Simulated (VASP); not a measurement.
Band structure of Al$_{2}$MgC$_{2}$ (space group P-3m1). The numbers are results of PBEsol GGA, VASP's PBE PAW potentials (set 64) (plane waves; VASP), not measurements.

The path is coarsely sampled, so an indirect gap can come out somewhat too large.

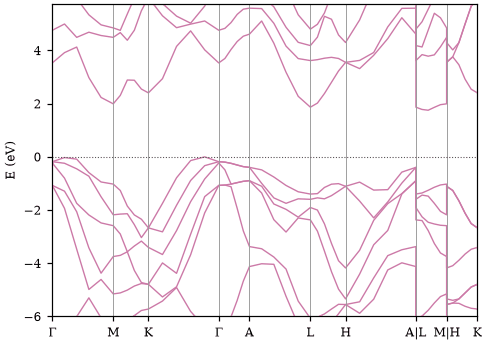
*Bands along high-symmetry lines, zero at the valence-band maximum or, without a gap, the Fermi level*

Question: Read the plot: is there a gap, and where are the band edges?

Answer: The gap is indirect, 1.75 eV, from the valence maximum at K-Γ at 0.80 to the conduction minimum at L-M at 0.40.

The structure comes from a computed database's Al2MgC2 entry (P-3m1); how it stands against other phases isn't given here. The cell was not relaxed at this level.
